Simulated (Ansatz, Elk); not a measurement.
## How far do independent atoms describe ZnNi3B?

Structure refinements treat a crystal as free atoms side by side. For a made-up structure of ZnNi3B (cell and positions from a PBEsol relaxation) the runs below show what the calculated density changes in F(hkl).

Calculated with Elk 11.2.3 (patched build); DFT, PBE, all-electron APW+lo, Dirac cores, scalar-relativistic bands, static density, no spin.

The structure was built from a prototype and need not be the compound's stable phase.

## (1) The starting structure

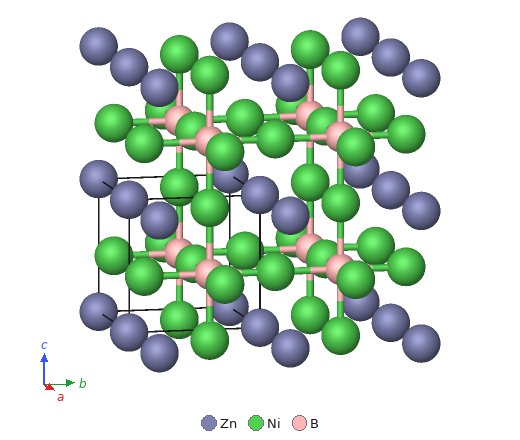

The starting structure, seen slightly off an axis (zinc blue, nickel green, boron pink). 2×2×2 cells are drawn. Some periodic images of atoms are drawn too.

Structure file:

```cif
data_structure
_symmetry_space_group_name_H-M 'P 1'
_symmetry_Int_Tables_number 1
_cell_length_a 3.7621
_cell_length_b 3.7621
_cell_length_c 3.7621
_cell_angle_alpha 90.000
_cell_angle_beta 90.000
_cell_angle_gamma 90.000
_cell_volume 53.25
loop_
_atom_site_label
_atom_site_type_symbol
_atom_site_fract_x
_atom_site_fract_y
_atom_site_fract_z
_atom_site_occupancy
Zn1 Zn 0.00000 0.00000 0.00000 1
Ni2 Ni 0.50000 0.50000 0.00000 1
Ni3 Ni 0.50000 0.00000 0.50000 1
Ni4 Ni 0.00000 0.50000 0.50000 1
B5 B 0.50000 0.50000 0.50000 1
```

## (2) Ground state and structure factors

An all-electron density is needed, since X-rays see the cores too. Task 0 finds the density and task 195 Fourier-transforms it; tshift is off so that phases refer to the origin typed.

elk.in

```
tasks
  0
  195

xctype
  20

spinpol
  .false.

rgkmax
  7.0

gmaxvr
  14.0

lmaxo
  7

lmaxapw
  8

swidth
  0.002

tshift
  .false.

ramdisk
  .false.

hmaxvr
  5.5

maxscl
  120

epspot
  1e-06

sppath
  './'

avec
  7.10942800743 0.00000000000 0.00000000000
  0.00000000000 7.10942800743 -0.00000000000
  0.00000000000 0.00000000000 7.10942800743

atoms
  3
  'Zn.in'
  1
  0.0000000000 -0.0000000000 -0.0000000000   0.000000 0.000000 0.000000
  'Ni.in'
  3
  0.5000000000 0.5000000000 0.0000000000   0.000000 0.000000 0.000000
  0.5000000000 -0.0000000000 0.5000000000   0.000000 0.000000 0.000000
  -0.0000000000 0.5000000000 0.5000000000   0.000000 0.000000 0.000000
  'B.in'
  1
  0.5000000000 0.5000000000 0.5000000000   0.000000 0.000000 0.000000

ngridk
  6 6 6
```

Run with:

```
> OMP_NUM_THREADS=4 elk
```

Numbers of over 12 decimals in the logs are rounded to 6 here.

Output:

```text
┌─────────────────────────┐
│ Elk code version 11.2.3 │
└─────────────────────────┘

All units are atomic (Hartree, Bohr, etc.)

┌─────────────────────────────────────────────────┐
│ Ground-state run starting from atomic densities │
└─────────────────────────────────────────────────┘

Lattice vectors :
   7.109428007       0.000000000       0.000000000
   0.000000000       7.109428007      -0.000000000
   0.000000000       0.000000000       7.109428007

Reciprocal lattice vectors :
  0.8837821131      -0.000000000       0.000000000
   0.000000000      0.8837821131       0.000000000
  -0.000000000       0.000000000      0.8837821131

Unit cell volume      :    359.3386917
Brillouin zone volume :   0.6902964228

Muffin-tin inner radius fraction :   0.1000000000E-01

Nuclei treated as point charges

Species : 1 (Zn)
 parameters loaded from : Zn.in
 name : zinc
 nuclear charge    :   -30.00000000
 electronic charge :    30.00000000
 atomic mass :    119233.3130
 muffin-tin radius :    2.400000000
 number of radial points in muffin-tin :    993
 inner part over the whole radius :   0.9843840322E-02
 number on inner part of muffin-tin    :    701
 approximate nuclear radius :   0.7484757725E-04
 number of mesh points to nuclear radius :    337
 atomic positions (lattice), magnetic fields (Cartesian) :
  1 :   0.00000000  0.00000000  0.00000000    0.00000000  0.00000000  0.00000000

Species : 2 (Ni)
 parameters loaded from : Ni.in
 name : nickel
 nuclear charge    :   -28.00000000
 electronic charge :    28.00000000
 atomic mass :    106991.5231
 muffin-tin radius :    2.002693716
 number of radial points in muffin-tin :    993
 inner part over the whole radius :   0.9853628768E-02
 number on inner part of muffin-tin    :    697
 approximate nuclear radius :   0.7325707712E-04
 number of mesh points to nuclear radius :    338
 atomic positions (lattice), magnetic fields (Cartesian) :
  1 :   0.50000000  0.50000000  0.00000000    0.00000000  0.00000000  0.00000000
  2 :   0.50000000  0.00000000  0.50000000    0.00000000  0.00000000  0.00000000
  3 :   0.00000000  0.50000000  0.50000000    0.00000000  0.00000000  0.00000000

Species : 3 (B)
 parameters loaded from : B.in
 name : boron
 nuclear charge    :   -5.000000000
 electronic charge :    5.000000000
 atomic mass :    19707.24742
 muffin-tin radius :    1.502020287
 number of radial points in muffin-tin :    593
 inner part over the whole radius :   0.9807403680E-02
 number on inner part of muffin-tin    :    402
 approximate nuclear radius :   0.4534157419E-04
 number of mesh points to nuclear radius :    163
 atomic positions (lattice), magnetic fields (Cartesian) :
  1 :   0.50000000  0.50000000  0.50000000    0.00000000  0.00000000  0.00000000

Total number of atoms per unit cell :    5
Total muffin-tin volume :    173.0379171
 ratio of muffin-tin to unit cell volume :   0.4815454642

Spin treatment :
 spin-unpolarised

Number of Bravais lattice symmetries :   48
Number of crystal symmetries         :   48
Crystal has inversion symmetry
Real symmetric eigensolver will be used

k-point grid :      6     6     6
k-point offset :    0.000000000       0.000000000       0.000000000
k-point set is reduced with full crystal symmetry group
Total number of k-points :       20

Muffin-tin radius times maximum |G+k| :    7.000000000
 using average radius
Maximum |G+k| for APW functions       :    3.531749924
Maximum (1/2)|G+k|²                   :    6.236628765
Maximum |G| for potential and density :    14.00000000
Constant for pseudocharge density :    8
 order of it for each species :   15  15  15
 order of it for pair densities of each species (exact exchange by exxq0 0: 16) :   14  10   4
Radial integration step length :    1

G-vector grid sizes :     32    32    32
Number of G-vectors :    16663

Maximum angular momentum used for
 APW functions            :    8
 outer part of muffin-tin :    7
 inner part of muffin-tin :    2

Total nuclear charge    :   -119.0000000
[...]
electron entropic           :    -0.22323967592657E-02
 total energy                :     -6384.4428013214

Density of states at Fermi energy :    188.0929168
 (states/Hartree/unit cell)

Estimated indirect band gap :   0.3757580551E-03
 from k-point 8 to k-point 11
Estimated direct band gap   :   0.7262363519E-02
 at k-point 19

Charges :
 core                        :    50.00000000
 valence                     :    69.00000000
 interstitial                :    7.106850697
 muffin-tins (core leakage)
  species : 1 (Zn)
   atom 1                    :    28.28338999     (  0.8713890423E-04)
  species : 2 (Ni)
[...]
species : 3 (B)
[...]
total in muffin-tins        :    111.8931493
 total calculated charge     :    118.9924552
 total charge                :    119.0000000
 error                       :   0.7544785728E-02

RMS change in Kohn-Sham potential (target) :    1.982875022     (  0.1000000000E-05)
Absolute change in total energy (target)   :   0.5983934191E-01 (  0.1000000000E-03)

[... loops 3 to 17 left out ...]

┌──────────────────┐
│ Loop number : 18 │
└──────────────────┘

Energies :
 Fermi                       :     0.310674
 sum of occupied eigenvalues :     -3656.2018746417
 electron kinetic            :      6489.3316930736
 core electron kinetic       :      5797.0169329143
 Coulomb                     :     -12606.116555750
 Coulomb potential           :     -9799.0634876297
 nuclear-nuclear             :     -1075.6897525336
 electron-nuclear            :     -13296.722675528
 Hartree                     :      1766.2958723121
 Madelung                    :     -7706.5848119348
 xc potential                :     -346.47008008560
 exchange                    :     -261.00195862444
 correlation                 :     -5.670399
 electron entropic           :    -0.11269652553446E-02
 total energy                :     -6383.4583472234

Density of states at Fermi energy :    88.72866274
 (states/Hartree/unit cell)

Estimated indirect band gap :   0.1785349024E-02
 from k-point 14 to k-point 15
Estimated direct band gap   :   0.1664796303E-01
 at k-point 5

Charges :
 core                        :    50.00000000
 valence                     :    69.00000000
 interstitial                :    7.251255197
 muffin-tins (core leakage)
  species : 1 (Zn)
[...]
species : 2 (Ni)
[...]
species : 3 (B)
[...]
total in muffin-tins        :    111.7487448
 total calculated charge     :    118.9926178
 total charge                :    119.0000000
 error                       :   0.7382155101E-02

RMS change in Kohn-Sham potential (target) :   0.3197499618E-06 (  0.1000000000E-05)
Absolute change in total energy (target)   :   0.6196769391E-05 (  0.1000000000E-03)

Convergence targets achieved

┌──────────────────┐
│ Loop number : 19 │
└──────────────────┘

Energies :
 Fermi                       :     0.310674
 sum of occupied eigenvalues :     -3656.2018751628
 electron kinetic            :      6489.3317060992
 core electron kinetic       :      5797.0169291040
 Coulomb                     :     -12606.116573132
 Coulomb potential           :     -9799.0634785442
 nuclear-nuclear             :     -1075.6897525336
 electron-nuclear            :     -13296.722719461
 Hartree                     :      1766.2958988625
 Madelung                    :     -7706.5848338598
 xc potential                :     -346.47010271777
 exchange                    :     -261.00196015967
 correlation                 :     -5.670399
 electron entropic           :    -0.11269647249697E-02
 total energy                :     -6383.4583531167

Density of states at Fermi energy :    88.72861747
 (states/Hartree/unit cell)

Estimated indirect band gap :   0.1785351767E-02
 from k-point 14 to k-point 15
Estimated direct band gap   :   0.1664797307E-01
 at k-point 5

Charges :
 core                        :    50.00000000
 valence                     :    69.00000000
 interstitial                :    7.251254591
 muffin-tins (core leakage)
  species : 1 (Zn)
[...]
species : 2 (Ni)
[...]
atom 2                    :    26.44524049     (  0.2271186720E-02)
   atom 3                    :    26.44524049     (  0.2271186720E-02)
  species : 3 (B)
   atom 1                    :    3.470672301     (  0.5509821496E-03)
 total in muffin-tins        :    111.7487454
 total calculated charge     :    118.9926178
 total charge                :    119.0000000
 error                       :   0.7382154819E-02

┌──────────────────────────────┐
│ Self-consistent loop stopped │
└──────────────────────────────┘

Warning : core states of species 2 leak from the muffin-tin :   0.2271186720E-02

Warning : core states of species 3 leak from the muffin-tin :   0.5509821496E-03

Wrote STATE.OUT
```

Elapsed: 20 s, on 4 threads of Intel Xeon at 2.60GHz (Ice Lake), shared host; peak memory 0.17 GiB.

SFACRHO.OUT:

```text

h k l indices transformed by vhmat matrix:
   1.000000000       0.000000000       0.000000000    
   0.000000000       1.000000000       0.000000000    
   0.000000000       0.000000000       1.000000000    

      h      k      l  multipl.   |H|            Re(F)            Im(F)           |F|

      0      0      0      1   0.0000000       119.00000      0.31637706E-33   119.00000    
     -1      0      0      6  0.88378211      -1.9506701     -0.59889116E-14   1.9506701    
      1     -1      0     12   1.2498567       4.9629316     -0.19526175E-14   4.9629316    
     -1     -1     -1      8   1.5307555       83.493041      0.14575890E-13   83.493041    
      0      0     -2      6   1.7675642       83.192534      0.10140499E-13   83.192534    
     -1     -2      0     24   1.9761969     -0.50368190E-01 -0.52964494E-14  0.50368190E-01
      1     -2      1     24   2.1648152       3.8828940     -0.88987703E-14   3.8828940    
      0      2     -2     12   2.4997133       68.502049      0.29070697E-14   68.502049    
      0     -3      0      6   2.6513463      0.33002342     -0.12096059E-13  0.33002342    
     -1      2     -2     24   2.6513463      0.14596265     -0.15266993E-14  0.14596265    
      3      1      0     24   2.7947644       3.3413438     -0.84361426E-15   3.3413438    
      1     -3      1     24   2.9311737       57.816999      0.32912564E-14   57.816999    
     -2      2      2      8   3.0615110       58.890838     -0.72115203E-14   58.890838    
     -3      2      0     24   3.1865217      0.22221147     -0.16754675E-13  0.22221147    
     -3      1      2     48   3.3068099       3.1104806      0.19123229E-13   3.1104806    
      0     -4      0      6   3.5351285       52.071378      0.12702715E-13   52.071378    
      2     -2     -3     24   3.6439270      0.80576253E-01 -0.16469527E-13  0.80576253E-01
      4     -1      0     24   3.6439270     -0.85640032E-01 -0.23888884E-14  0.85640032E-01
```

Elk indexes on the primitive cell of elk.in and gives |H| = 4π sin θ/λ in inverse bohr. Below, one row stands for each form hkl of the conventional cell (m members, Friedel mates merged), F is for one primitive cell and the density is static (no thermal factor). Free-atom factors are Waasmaier and Kirfel's, and R is Σm||F|−|F'||/Σm|F|.

```tsv
hkl	m	sin θ/λ (Å⁻¹)	abs F, DFT	neutral atoms	diff.
100	6	0.133	1.951	1.414	+0.537
110	12	0.188	4.963	4.967	-0.004
111	8	0.230	83.493	84.036	-0.543
200	6	0.266	83.192	83.653	-0.460
210	24	0.297	0.050	0.042	+0.009
211	24	0.326	3.883	3.867	+0.016
220	12	0.376	68.502	68.749	-0.247
300	6	0.399	0.330	0.164	+0.166
221	24	0.399	0.146	0.164	-0.018
310	24	0.420	3.341	3.440	-0.099
311	24	0.441	57.817	57.889	-0.072
222	8	0.460	58.891	58.991	-0.100
320	24	0.479	0.222	0.095	+0.127
321	48	0.497	3.111	3.136	-0.025
400	6	0.532	52.071	52.030	+0.042
322	24	0.548	0.081	0.004	+0.077
410	24	0.548	0.086	0.004	+0.082
411	24	0.564	3.034	2.876	+0.158
330	12	0.564	2.805	2.876	-0.071
331	24	0.579	45.160	45.142	+0.018
420	24	0.594	46.862	46.827	+0.035
421	48	0.609	0.141	0.084	+0.057
```

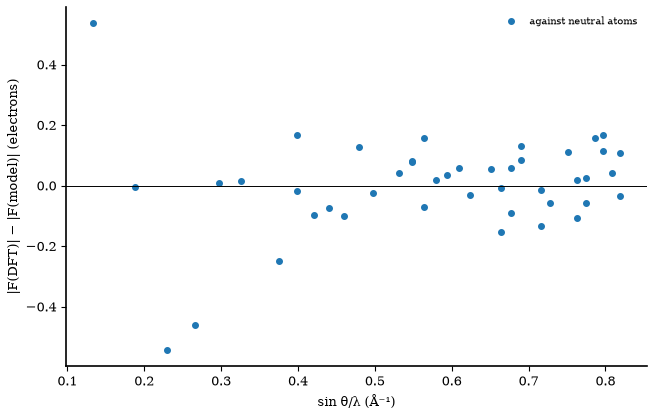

Difference between the calculated structure factors and the independent-atom ones.

## (3) The highest occupied states alone

An energy window below the Fermi level keeps the highest occupied states, to see at which angles they scatter; shallow core shells can lie inside it and anion s states outside. No new self-consistency is needed.

elk.in: that of step 2 with these lines changed.

```diff
@@ -1,3 +1,2 @@
 tasks
-  0
   195
@@ -40,2 +39,5 @@
 
+wsfac
+  -0.240570 0.610670
+
 sppath
```

Run with:

```
> OMP_NUM_THREADS=4 elk
```

Output:

```text
┌─────────────────────────────────┐
│ Elk code version 11.2.3 started │
└─────────────────────────────────┘

Info(readinput): the functional depends on the density's gradient
 muffin-tin radial points multiplied by    2.00000
 (not where nrmtscf is given)

┌────────────────────┐
│ Current task : 195 │
└────────────────────┘
Info(checkmt): changed muffin-tin radius of species 2 (Ni) from   2.4000 to   2.0027
Info(checkmt): changed muffin-tin radius of species 3 (B) from   1.8000 to   1.5020

Info(sfacrho): density structure factors written to SFACRHO.OUT

 Energy window :  -0.2405700000      0.6106700000

┌──────────────────┐
│ Elk code stopped │
└──────────────────┘
```

The job ended after 4.9 s (4 threads; peak memory 0.16 GiB).

States within 15 eV below the Fermi level hold 45.00 electrons; any levels below the window count with the cores. Their amplitudes can exceed the total, where window and core parts have opposite phase:

```tsv
hkl	sin θ/λ (Å⁻¹)	abs F, window	abs F, all
100	0.133	0.108	1.951
110	0.188	2.810	4.963
111	0.230	21.463	83.493
200	0.266	19.696	83.192
210	0.297	1.328	0.050
211	0.326	1.605	3.883
220	0.376	12.678	68.502
300	0.399	1.437	0.330
221	0.399	1.247	0.146
310	0.420	1.059	3.341
```

## (4) Another functional

The difference from free atoms is small, so it is set against the change that PBEsol makes.

elk.in: that of step 3 with these lines changed.

```diff
@@ -1,2 +1,3 @@
 tasks
+  0
   195
@@ -4,3 +5,3 @@
 xctype
-  20
+  22
 
@@ -39,5 +40,2 @@
 
-wsfac
-  -0.240570 0.610670
-
 sppath
```

Run with:

```
> OMP_NUM_THREADS=4 elk
```

Output:

```text
┌─────────────────────────┐
│ Elk code version 11.2.3 │
└─────────────────────────┘

All units are atomic (Hartree, Bohr, etc.)

┌─────────────────────────────────────────────────┐
│ Ground-state run starting from atomic densities │
└─────────────────────────────────────────────────┘

Lattice vectors :
   7.109428007       0.000000000       0.000000000
   0.000000000       7.109428007      -0.000000000
   0.000000000       0.000000000       7.109428007

Reciprocal lattice vectors :
  0.8837821131      -0.000000000       0.000000000
[...]
atom 3                    :    26.44310786     (  0.2313165908E-02)
  species : 3 (B)
   atom 1                    :    3.462514012     (  0.5699177404E-03)
 total in muffin-tins        :    111.7382099
 total calculated charge     :    118.9924703
 total charge                :    119.0000000
 error                       :   0.7529658429E-02

┌──────────────────────────────┐
│ Self-consistent loop stopped │
└──────────────────────────────┘

Warning : core states of species 2 leak from the muffin-tin :   0.2313165908E-02

Warning : core states of species 3 leak from the muffin-tin :   0.5699177404E-03

Wrote STATE.OUT
[key lines of the parts left out:]
total energy                :     -6378.1112520425
```

Run time: 20 s. Hardware: 4 threads; peak memory 0.18 GiB; 57 s of CPU time.

Against the first run R = 0.04 %; the largest change is -0.037 at 200.

## (5) A coarser k-mesh

About half the k-points along each axis test the sampling.

elk.in: that of step 4 with these lines changed.

```diff
@@ -5,3 +5,3 @@
 xctype
-  22
+  20
 
@@ -63,2 +63,2 @@
 ngridk
-  6 6 6
+  3 3 3
```

Run with:

```
> OMP_NUM_THREADS=4 elk
```

Output:

```text
┌─────────────────────────┐
│ Elk code version 11.2.3 │
└─────────────────────────┘

All units are atomic (Hartree, Bohr, etc.)

┌─────────────────────────────────────────────────┐
│ Ground-state run starting from atomic densities │
└─────────────────────────────────────────────────┘

Lattice vectors :
   7.109428007       0.000000000       0.000000000
   0.000000000       7.109428007      -0.000000000
   0.000000000       0.000000000       7.109428007

Reciprocal lattice vectors :
  0.8837821131      -0.000000000       0.000000000
[...]
atom 3                    :    26.45026399     (  0.2274358040E-02)
  species : 3 (B)
   atom 1                    :    3.467739999     (  0.5507072669E-03)
 total in muffin-tins        :    111.7580718
 total calculated charge     :    118.9926696
 total charge                :    119.0000000
 error                       :   0.7330417711E-02

┌──────────────────────────────┐
│ Self-consistent loop stopped │
└──────────────────────────────┘

Warning : core states of species 2 leak from the muffin-tin :   0.2274358040E-02

Warning : core states of species 3 leak from the muffin-tin :   0.5507072669E-03

Wrote STATE.OUT
[key lines of the parts left out:]
total energy                :     -6383.4566014164
```

Run time: 11 s. Hardware: 4 threads; peak memory 0.17 GiB; 23 s of CPU time.

Against the first run R = 0.04 %; the largest change is -0.018 at 411.

## (6) Settings against the effect

```tsv
run	R against the first run (%)	R against neutral atoms, low angle (%)	wall time
PBE, rgkmax 7	0.00	0.85	20 s
PBEsol	0.04	0.88	20 s
k-mesh 3×3×3	0.04	0.84	11 s
```

## (7) Summary of results

```json
{
  "R against neutral atoms, sin θ/λ < 0.3 Å⁻¹": "0.85 %",
  "R against neutral atoms, 0.3 to 0.82 Å⁻¹": "0.58 %"
}
```

**Reading.** Independent neutral atoms miss the calculated amplitudes by R = 0.85 % below 0.3 Å⁻¹ and 0.58 % from there to 0.82 Å⁻¹; by shells, 27.50 % below 0.15 Å⁻¹ (1 form), 0.60 % 0.15 to 0.3 (4 forms), 0.37 % 0.3 to 0.45 (6 forms), 0.64 % above 0.45 (32 forms). Bonding, aspherical density and the tables' own atoms all enter these figures, and the runs don't part them. The largest change of an amplitude is -0.54 electrons, at 111. R counts amplitudes alone; phases shift too. Weak lines can change much in proportion: 300 goes from 0.16 to 0.33. The window's part falls from 45.0 electrons at the origin to at most 8.81 between 0.45 and 0.82 Å⁻¹, where compact states inside the window still scatter. Below 0.3 Å⁻¹ the changes that finished (PBEsol and k-mesh 3×3×3) move F by R = 0.05 % at most, against the 0.85 % that separates it from free atoms. The basis has no finished test. These runs have no spin, though d or f shells may be open. Part of the difference isn't bonding: the tables are fits to free atoms and ions calculated by other methods than this functional. Thermal motion, anomalous dispersion and extinction are left out.

[Logs are printed without paths, hosts, clocks, repeated set-up lines and the standing remarks that a program may print on its own settings, such as how far it seeks lower states.]

[Hosts, paths, dates, database ids (printed as entryN), source tags and the programs' standing remarks are cut or masked in the printed files.]
